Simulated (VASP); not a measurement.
# ZrTiSi2: structure and properties in VASP, part 2 of 6

Aim: relax ZrTiSi2, then compute properties on the relaxed cell. The cell is invented: it takes the structure of a Materials Project entry for ZrTiC2 (space group 166 there), with some of its atoms replaced by other elements, volume scaled by an estimate. It may not be a known or stable phase. The atoms of the start are displaced at random from the sites of a R-3m cell.

VASP 6.6.1, plane waves and PAW; the level of theory is named at each step.

Still holding for the runs below: The k-mesh is coarse for a metal.

So far: The structure; Rough relaxation of the start cell.

## Step 2: Rough relaxation of the start cell (continued)

Level of this step: LDA; plane waves and PAW (Zr_sv, Ti_sv, Si); invented cell (VASP).

Step by step:

| step | energy less that of the first step (eV) | largest force (eV/Å) | pressure (GPa) | volume (Å³) |
| --- | --- | --- | --- | --- |
| 1 | 0.0000 | 0.7841 | 24.53 | 59.08 |
| 2 | 0.0834 | 0.2634 | -14.82 | 80.60 |
| 3 | -0.6432 | 0.1706 | -0.10 | 68.26 |
| 4 | -0.6431 | 0.1630 | -0.41 | 68.46 |
| 5 | -0.6511 | 0.0780 | -0.41 | 68.41 |
| 6 | -0.6581 | 0.1320 | -0.29 | 68.32 |
| 7 | -0.6585 | 0.1857 | -0.27 | 68.29 |
| 8 | -0.6615 | 0.0661 | 0.41 | 67.90 |
| 9 | -0.6616 | 0.0592 | 0.47 | 67.93 |
| 10 | -0.6616 | 0.0641 | -0.49 | 68.40 |
| 11 | -0.6621 | 0.0541 | -0.13 | 68.16 |
| 12 | -0.6624 | 0.0129 | -0.01 | 68.12 |

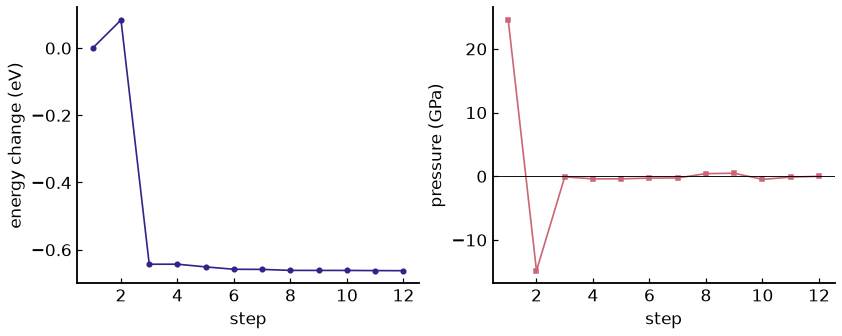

Energy and pressure along the relaxation.

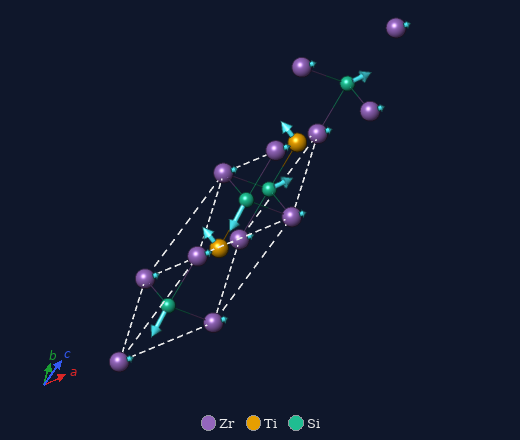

Displacements in the relaxation, exaggerated, measured against the changing cell; the longest in the cell stands for 0.04 Å. Bonds to atoms that aren't drawn are left out. 1×1×2 cells are drawn. Some periodic images of atoms are drawn too.

| cell as run | before | after | change |
| --- | --- | --- | --- |
| a (Å) | 5.983 | 6.096 | +1.9 % |
| b (Å) | 5.983 | 6.096 | +1.9 % |
| c (Å) | 5.983 | 6.096 | +1.9 % |
| α (°) | 33.81 | 35.46 | +4.9 % |
| β (°) | 33.81 | 35.46 | +4.9 % |
| γ (°) | 33.81 | 35.45 | +4.9 % |
| volume (Å³/atom) | 14.77 | 17.03 | +15.3 % |

The atoms that moved most (Å, as changes of fractional coordinates times the final cell):

| atom | dx | dy | dz | length |
| --- | --- | --- | --- | --- |
| Si3 | 0.005 | 0.019 | -0.033 | 0.038 |
| Si4 | 0.012 | -0.006 | 0.024 | 0.028 |
| Ti2 | -0.022 | -0.011 | 0.001 | 0.025 |
| Zr1 | 0.005 | -0.002 | 0.007 | 0.009 |

Final coordinates:

```xyz
4
Lattice="1.8561 1.0722 5.7069 -1.8563 1.0722 5.7070 -0.0001 -2.1433 5.7067" Properties=species:S:1:pos:R:3 pbc="T T T"
Zr    0.0026    0.0082   -0.0043
Ti    0.0030    0.0090    8.5565
Si    0.0027    0.0084    4.1541
Si    0.0026    0.0091   12.9597
```

This step gave:

```
electrons                       : 32
bands                           : 22
irreducible k-points            : 112
symmetry operations             : 1
free energy (TOTEN)             : -32.24 eV
energy at zero smearing         : -32.23 eV
Fermi energy                    : 8.913 eV
pressure                        : -0.01017 GPa
metallic                        : yes
SCF cycles over all ionic steps : 237
```

It ends with a largest force of 0.013 eV/Å and a pressure of -0.01 GPa.

## Step 3: Full relaxation (LDA)

Properties are meant for the cell that this level of theory prefers, so cell and atoms are relaxed first (ISIF = 3) until forces and stress are small; EDIFFG sets the threshold.

INCAR

```
SYSTEM = ZrTiSi2
PREC = Accurate
ENCUT = 400
EDIFF = 1E-06
NELM = 100
ISMEAR = -1
SIGMA = 0.05
LREAL = .FALSE.
ALGO = Normal
GGA = CA
NBANDS = 22
LORBIT = 11
LWAVE = .FALSE.
LCHARG = .FALSE.
KPAR = 2
IBRION = 2
NSW = 60
ISIF = 3
EDIFFG = -0.01
```

POSCAR

```
ZrTiSi2
1.0
    1.8563033800      1.0717372600      5.7068918400
   -1.8563033800      1.0717372600      5.7068918400
    0.0000000000     -2.1434745100      5.7068918400
Zr Ti Si
1 1 2
Direct
    0.0000000000      0.0000000000      0.0000000000
    0.5000000000      0.5000000000      0.5000000000
    0.2428880980      0.2428880980      0.2428880980
    0.7571119020      0.7571119020      0.7571119020
```

KPOINTS

```
Automatic mesh
0
Gamma
6 6 6
0 0 0
```

Potentials, in the order of the species: Zr_sv, Ti_sv and Si (LDA family, release 64).

The cell reached was symmetrised within 0.01 Å before this step, which raises the operations from 1 to 12, which the run then keeps.

Started as:

```sh
mpirun -np 2 vasp_std
```

Log:

```text
[... set-up lines as in an earlier step ...]
 entering main loop
       N       E                     dE             d eps       ncg     rms          rms(c)
DAV:   1     0.272051278881E+03    0.27205E+03   -0.13660E+04  1408   0.126E+03
DAV:   2    -0.902913772847E+01   -0.28108E+03   -0.27111E+03  1506   0.383E+02
DAV:   3    -0.341569892972E+02   -0.25128E+02   -0.24164E+02  2514   0.968E+01
DAV:   4    -0.355036014221E+02   -0.13466E+01   -0.13388E+01  1832   0.200E+01
DAV:   5    -0.355792372965E+02   -0.75636E-01   -0.75619E-01  2146   0.425E+00    0.206E+01
DAV:   6    -0.329938638068E+02    0.25854E+01   -0.21789E+01  1898   0.353E+01    0.912E+00
DAV:   7    -0.327748701934E+02    0.21899E+00   -0.10934E+01  1964   0.269E+01    0.685E+00
DAV:   8    -0.322838297508E+02    0.49104E+00   -0.12315E+00  1862   0.807E+00    0.292E+00
DAV:   9    -0.322626864366E+02    0.21143E-01   -0.31792E-01  2034   0.374E+00    0.918E-01
DAV:  10    -0.322560663116E+02    0.66201E-02   -0.39685E-02  1890   0.178E+00    0.244E-01
DAV:  11    -0.322563782541E+02   -0.31194E-03   -0.11736E-03  1770   0.272E-01    0.107E-01
DAV:  12    -0.322563034201E+02    0.74834E-04   -0.23320E-04  1980   0.131E-01    0.280E-02
DAV:  13    -0.322563047661E+02   -0.13460E-05   -0.19835E-05  1876   0.327E-02    0.965E-03
DAV:  14    -0.322563046159E+02    0.15020E-06   -0.11253E-06  1192   0.833E-03
   1 F= -.32256305E+02 E0= -.32253046E+02  d E =-.322563E+02
 curvature:   0.00 expect dE= 0.000E+00 dE for cont linesearch  0.000E+00
 trial: gam= 0.00000 g(F)=  0.359E-04 g(S)=  0.155E-03 ort = 0.000E+00 (trialstep = 0.100E+01)
 search vector abs. value=  0.191E-03
 bond charge predicted
       N       E                     dE             d eps       ncg     rms          rms(c)
DAV:   1    -0.322576663181E+02   -0.13616E-02   -0.34275E-02  1794   0.200E+00    0.358E-01
DAV:   2    -0.322572402569E+02    0.42606E-03   -0.10734E-02  1938   0.997E-01    0.186E-01
DAV:   3    -0.322564707424E+02    0.76951E-03   -0.35354E-03  2098   0.507E-01    0.863E-02
DAV:   4    -0.322563575826E+02    0.11316E-03   -0.44719E-04  2092   0.178E-01    0.316E-02
DAV:   5    -0.322563685470E+02   -0.10964E-04   -0.69926E-05  1934   0.372E-02    0.194E-02
DAV:   6    -0.322563765262E+02   -0.79792E-05   -0.13021E-05  2190   0.163E-02    0.115E-02
DAV:   7    -0.322563802665E+02   -0.37403E-05   -0.46170E-06  1996   0.112E-02    0.302E-03
DAV:   8    -0.322563809312E+02   -0.66473E-06   -0.18260E-06  1576   0.633E-03
   2 F= -.32256381E+02 E0= -.32253089E+02  d E =-.763153E-04
[...]
3 F= -.32256385E+02 E0= -.32253099E+02  d E =-.802012E-04
[...]
4 F= -.32256466E+02 E0= -.32253147E+02  d E =-.810010E-04
[...]
5 F= -.32256530E+02 E0= -.32253166E+02  d E =-.144802E-03
[...]
6 F= -.32256538E+02 E0= -.32253178E+02  d E =-.153267E-03
 curvature:  -2.53 expect dE=-0.146E-03 dE for cont linesearch -0.217E-06
 trial: gam= 0.28425 g(F)=  0.353E-04 g(S)=  0.224E-04 ort =-0.388E-05 (trialstep = 0.139E+01)
 search vector abs. value=  0.696E-04
 bond charge predicted
       N       E                     dE             d eps       ncg     rms          rms(c)
DAV:   1    -0.322569412761E+02   -0.40298E-03   -0.14242E-02  1480   0.125E+00    0.173E-01
DAV:   2    -0.322567974132E+02    0.14386E-03   -0.25027E-03  1872   0.490E-01    0.972E-02
DAV:   3    -0.322566190201E+02    0.17839E-03   -0.79580E-04  1944   0.241E-01    0.532E-02
DAV:   4    -0.322565730139E+02    0.46006E-04   -0.16183E-04  2138   0.111E-01    0.191E-02
DAV:   5    -0.322565752710E+02   -0.22571E-05   -0.16931E-05  1780   0.234E-02    0.102E-02
DAV:   6    -0.322565766704E+02   -0.13994E-05   -0.40414E-06  2052   0.100E-02    0.560E-03
DAV:   7    -0.322565770171E+02   -0.34670E-06   -0.48499E-07  1046   0.609E-03
   7 F= -.32256577E+02 E0= -.32253213E+02  d E =-.389329E-04
 trial-energy change:   -0.000039  1 .order   -0.000040   -0.000078   -0.000002
 step:   1.4288(harm=  1.4288)  dis= 0.00084  next Energy=   -32.256578 (dE=-0.404E-04)
 reached required accuracy - stopping structural energy minimisation
```

Wall time 1.7 min (2 MPI ranks of Intel Xeon Platinum 8259CL at 2.50GHz (Skylake/Cascade Lake), shared host); peak memory 0.42 GiB; 3.4 min of CPU time.

OUTCAR, selected parts (step 3):

```text
  LATTYP: Found a trigonal (rhomboedric) cell.
 ALAT       =     6.0961543178
 COS(alpha) =     0.8145546267

 Subroutine GETGRP returns: Found 12 space group operations
 (whereof 12 operations were pure point group operations)

The static configuration has the point symmetry D_3d.

 Found     32 irreducible k-points:

   k-points           NKPTS =     32   k-points in BZ     NKDIM =     32   number of bands    NBANDS=     22

   dimension x,y,z NGX =    40 NGY =   40 NGZ =   40
   dimension x,y,z NGXF=    80 NGYF=   80 NGZF=   80

   ENCUT  =  400.0 eV  29.40 Ry    5.42 a.u.   9.94  9.94  9.94*2*pi/ulx,y,z

   NELECT =      32.0000    total number of electrons

 E-fermi :   8.9144

 k-point     1 :       0.0000    0.0000    0.0000
  band No.  band energies     occupation
    ...
     11       3.8697      2.00000
     12       6.5363      2.00000
     13       6.5363      2.00000
     14       8.6076      1.99569
     15       8.6076      1.99569
     16       9.2214      0.00430
     17       9.4483      0.00005
     18       9.4483      0.00005
     19      11.3394      0.00000
     20      11.3394      0.00000
    ...

 k-point     2 :       0.1667    0.0000    0.0000
  band No.  band energies     occupation
    ...
     12       6.3973      2.00000
     13       6.7398      2.00000
     14       7.8647      2.00000
     15       8.2191      2.00000
     16       8.3645      1.99997
     17       9.3315      0.00048
     18       9.5689      0.00000
     19      11.0151      0.00000
     20      11.0194      0.00000
     21      11.8771      0.00000
    ...

  Total        0.0368293      0.0368293      0.0130571      0.0000000      0.0000000      0.0000000
  in kB        0.8659721      0.8659721      0.3070132      0.0000000      0.0000000      0.0000000
  external PRESSURE =       0.6796524 kB  Pullay stress =       0.0000000 kB

  energy-cutoff  :      400.00
  volume of cell :       68.14
      direct lattice vectors                 reciprocal lattice vectors
     1.860475675  1.074146135  5.682787977     0.268748475  0.155162004  0.058656655
    -1.860475675  1.074146135  5.682787977    -0.268748475  0.155162004  0.058656655
    -0.000000000 -2.148292261  5.682787977     0.000000000 -0.310324008  0.058656655

 POSITION                                       TOTAL-FORCE (eV/Angst)
 -----------------------------------------------------------------------------------
     -0.00000      0.00000      0.00000         0.000000      0.000000      0.000000
     -0.00000      0.00000      8.52418        -0.000000      0.000000      0.000000
     -0.00000      0.00000      4.13730        -0.000000      0.000000      0.004933
     -0.00000      0.00000     12.91106         0.000000     -0.000000     -0.004933
 -----------------------------------------------------------------------------------
    total drift:                                0.000000      0.000000      0.000000

  FREE ENERGIE OF THE ION-ELECTRON SYSTEM (eV)
  ---------------------------------------------------
  free  energy   TOTEN  =       -32.2565770171 eV

  energy  without entropy=      -32.2498483971  energy(sigma->0) =      -32.25321271

 total charge
# of ion       s       p       d       tot
------------------------------------------
    1        2.162   5.984   1.783   9.929
    2        2.175   6.139   2.074  10.388
    3        0.813   0.972   0.000   1.785
    4        0.813   0.972   0.000   1.785
--------------------------------------------------
tot          5.962  14.068   3.857  23.887

[... 1 part as in an earlier step ...]

[... 7 further parts left out ...]
```

The run keeps the 12 symmetry operations of its start, so it cannot find a distortion of lower symmetry.

Step by step:

| step | energy less that of the first step (eV) | largest force (eV/Å) | pressure (GPa) | volume (Å³) |
| --- | --- | --- | --- | --- |
| 1 | 0.0000 | 0.0193 | 0.13 | 68.12 |
| 2 | -0.0001 | 0.0089 | -0.12 | 68.26 |
| 3 | -0.0001 | 0.0110 | -0.10 | 68.23 |
| 4 | -0.0002 | 0.0023 | -0.07 | 68.22 |
| 5 | -0.0002 | 0.0260 | -0.03 | 68.19 |
| 6 | -0.0002 | 0.0191 | -0.04 | 68.20 |
| 7 | -0.0003 | 0.0049 | 0.07 | 68.14 |

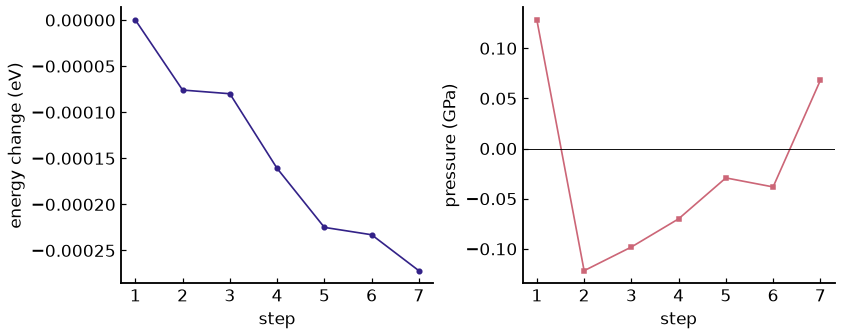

Energy and pressure along the relaxation.

| conventional cell, symmetrised | before | after | change |
| --- | --- | --- | --- |
| a (Å) | 3.713 | 3.721 | +0.2 % |
| b (Å) | 3.713 | 3.721 | +0.2 % |
| c (Å) | 17.121 | 17.048 | -0.4 % |
| volume (Å³/atom) | 17.03 | 17.03 | +0.0 % |

The relaxed structure:

```
Zr Ti Si
1.0
     1.86048    1.07415    5.68279
    -1.86048    1.07415    5.68279
     0.00000   -2.14829    5.68279
Zr Ti Si
1 1 2
Direct
  0.00000 0.00000 0.00000
  0.50000 0.50000 0.50000
  0.24268 0.24268 0.24268
  0.75732 0.75732 0.75732
```

This step gave:

```
irreducible k-points            : 32
symmetry operations             : 12
free energy (TOTEN)             : -32.26 eV
energy at zero smearing         : -32.25 eV
Fermi energy                    : 8.914 eV
pressure                        : 0.06797 GPa
SCF cycles over all ionic steps : 50
```

It ends with a largest force of 0.005 eV/Å and a pressure of 0.07 GPa.

## Step 4: Single point with fields (LDA)

A single point on the relaxed cell gives a clean self-consistent state, with density, ELF and potential written out.

INCAR: that of step 3 with these lines changed.

```diff
@@ -13,7 +13,5 @@
 LWAVE = .FALSE.
-LCHARG = .FALSE.
-KPAR = 2
-IBRION = 2
-NSW = 60
-ISIF = 3
-EDIFFG = -0.01
+LCHARG = .TRUE.
+ISIF = 2
+LELF = .TRUE.
+LVHAR = .TRUE.
```

POSCAR

```
ZrTiSi2
1.0
    1.8604756746      1.0741461354      5.6827879769
   -1.8604756746      1.0741461354      5.6827879769
    0.0000000000     -2.1482922608      5.6827879769
Zr Ti Si
1 1 2
Direct
    0.0000000000      0.0000000000      0.0000000000
    0.5000000000      0.5000000000      0.5000000000
    0.2426801816      0.2426801816      0.2426801816
    0.7573198184      0.7573198184      0.7573198184
```

KPOINTS is that of step 3.

Started as:

```sh
mpirun -np 2 vasp_std
```

Log:

```text
[banner, memory and clock lines left out]
running    2 mpi-ranks, on    1 nodes
 distrk:  each k-point on    2 cores,    1 groups
 distr:  one band on    1 cores,    2 groups

 POSCAR found type information on POSCAR ZrTiSi
 POSCAR found :  3 types and       4 ions
 LDA part: xc-table for (Slater(with rela. corr.)+CA(PZ))
 , standard interpolation
 POSCAR, INCAR and KPOINTS ok, starting setup
 FFT: planning ... GRIDC
 FFT: planning ... GRID_SOFT
 FFT: planning ... GRID
 WAVECAR not read
 entering main loop
       N       E                     dE             d eps       ncg     rms          rms(c)
DAV:   1     0.272759819450E+03    0.27276E+03   -0.13520E+04  1408   0.126E+03
DAV:   2    -0.895685154242E+01   -0.28172E+03   -0.27165E+03  1508   0.386E+02
DAV:   3    -0.340795748521E+02   -0.25123E+02   -0.24304E+02  2496   0.985E+01
DAV:   4    -0.354999161776E+02   -0.14203E+01   -0.14127E+01  1836   0.206E+01
DAV:   5    -0.355725029692E+02   -0.72587E-01   -0.72576E-01  2124   0.417E+00    0.205E+01
DAV:   6    -0.329768754993E+02    0.25956E+01   -0.21690E+01  1886   0.353E+01    0.906E+00
DAV:   7    -0.327691857410E+02    0.20769E+00   -0.10861E+01  1972   0.268E+01    0.679E+00
DAV:   8    -0.322843894757E+02    0.48480E+00   -0.11871E+00  1902   0.803E+00    0.290E+00
DAV:   9    -0.322632500779E+02    0.21139E-01   -0.30896E-01  2050   0.373E+00    0.916E-01
DAV:  10    -0.322564429113E+02    0.68072E-02   -0.41645E-02  1882   0.181E+00    0.239E-01
DAV:  11    -0.322568032163E+02   -0.36031E-03   -0.12534E-03  1786   0.288E-01    0.114E-01
DAV:  12    -0.322567037948E+02    0.99422E-04   -0.26269E-04  1994   0.141E-01    0.313E-02
DAV:  13    -0.322567038989E+02   -0.10407E-06   -0.28606E-05  1956   0.413E-02    0.111E-02
DAV:  14    -0.322567038498E+02    0.49013E-07   -0.13402E-06  1472   0.872E-03
   1 F= -.32256704E+02 E0= -.32253340E+02  d E =-.672813E-02
```

Wall time 30 s (2 MPI ranks); peak memory 0.33 GiB.

From OUTCAR (step 4):

```text
  LATTYP: Found a trigonal (rhomboedric) cell.
 ALAT       =     6.0752974286
 COS(alpha) =     0.8124388447

The static configuration has the point symmetry D_3d.

 Found     32 irreducible k-points:

   ENCUT  =  400.0 eV  29.40 Ry    5.42 a.u.   9.91  9.91  9.91*2*pi/ulx,y,z

   NELECT =      32.0000    total number of electrons

 E-fermi :   8.9145

 k-point     1 :       0.0000    0.0000    0.0000
  band No.  band energies     occupation
    ...
     11       3.8696      2.00000
     12       6.5363      2.00000
     13       6.5363      2.00000
     14       8.6076      1.99569
     15       8.6076      1.99569
     16       9.2214      0.00430
     17       9.4484      0.00005
     18       9.4484      0.00005
     19      11.3394      0.00000
     20      11.3394      0.00000
    ...

 k-point     2 :       0.1667   -0.0000   -0.0000
  band No.  band energies     occupation
    ...
     12       6.3973      2.00000
     13       6.7398      2.00000
     14       7.8648      2.00000
     15       8.2191      2.00000
     16       8.3646      1.99997
     17       9.3316      0.00048
     18       9.5690      0.00000
     19      11.0152      0.00000
     20      11.0195      0.00000
     21      11.8771      0.00000
    ...

  Total        0.0384046      0.0384046      0.0115231      0.0000000      0.0000000      0.0000000
  in kB        0.9030115      0.9030115      0.2709435      0.0000000      0.0000000      0.0000000
  external PRESSURE =       0.6923222 kB  Pullay stress =       0.0000000 kB

  energy-cutoff  :      400.00
  volume of cell :       68.14
      direct lattice vectors                 reciprocal lattice vectors
     1.860475675  1.074146135  5.682787977     0.268748475  0.155162004  0.058656655
    -1.860475675  1.074146135  5.682787977    -0.268748475  0.155162004  0.058656655
     0.000000000 -2.148292261  5.682787977     0.000000000 -0.310324008  0.058656655

 POSITION                                       TOTAL-FORCE (eV/Angst)
 -----------------------------------------------------------------------------------
      0.00000      0.00000      0.00000         0.000000      0.000000      0.000000
      0.00000      0.00000      8.52418        -0.000000      0.000000      0.000000
      0.00000      0.00000      4.13730         0.000000      0.000000      0.005444
      0.00000      0.00000     12.91106         0.000000     -0.000000     -0.005444
 -----------------------------------------------------------------------------------
    total drift:                                0.000000      0.000000     -0.000000

  FREE ENERGIE OF THE ION-ELECTRON SYSTEM (eV)
  ---------------------------------------------------
  free  energy   TOTEN  =       -32.2567038498 eV

  energy  without entropy=      -32.2499757233  energy(sigma->0) =      -32.25333979

[... 4 parts as in an earlier step ...]

[... 7 further parts left out ...]
```

This step gave:

| Item | Value |
| --- | --- |
| SCF cycles | 14 |
| Fermi energy | 8.915 eV |
| pressure | 0.06923 GPa |

Valence electrons inside each PAW sphere by angular momentum. Sphere charges, by row:

| atom | s (e) | p (e) | d (e) | tot (e) |
| --- | --- | --- | --- | --- |
| Zr1 | 2.162 | 5.984 | 1.783 | 9.929 |
| Ti2 | 2.175 | 6.139 | 2.074 | 10.39 |
| Si3 | 0.813 | 0.972 | 0 | 1.785 |
| Si4 | 0.813 | 0.972 | 0 | 1.785 |

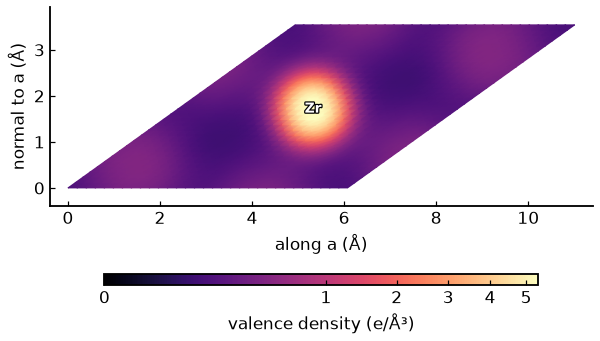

Valence density in the ac plane at fractional y = 0.000, with atoms of Zr within 0.2 Å of it. It is the smooth field of the valence electrons, not physical close to the nuclei. The map starts off the cell's origin, so that atoms lie inside it. The colour scale is stretched toward low values.

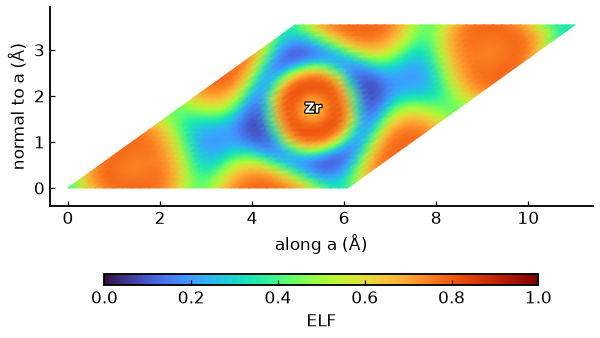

ELF in the ac plane at fractional y = 0.000, with atoms of Zr within 0.2 Å of it. It is the smooth field of the valence electrons, not physical close to the nuclei. The map starts off the cell's origin, so that atoms lie inside it.

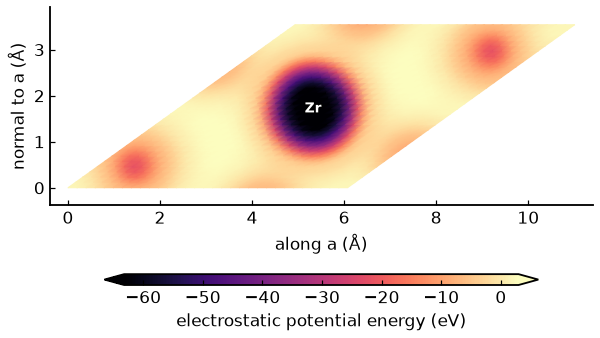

Electrostatic potential energy in the ac plane at fractional y = 0.000, with atoms of Zr within 0.2 Å of it. With pseudopotentials it is smooth inside the atoms' cores, unlike the true potential. The map starts off the cell's origin, so that atoms lie inside it.

In this run the pressure is 0.07 GPa, small enough to go on.

(Part 2 of 6 ends here.)

[Lines on the potential files, build, host, timing and source positions are cut from VASP's logs without a mark.]

[Logs are printed without paths, hosts, clocks, repeated set-up lines and the standing remarks that a program may print on its own settings, such as how far it seeks lower states.]

[Hosts, paths, dates, database ids (printed as entryN), source tags and the programs' standing remarks are cut or masked in the printed files.]

[A measured line is paired with the nearest computed mode of its activity, which favours agreement.]
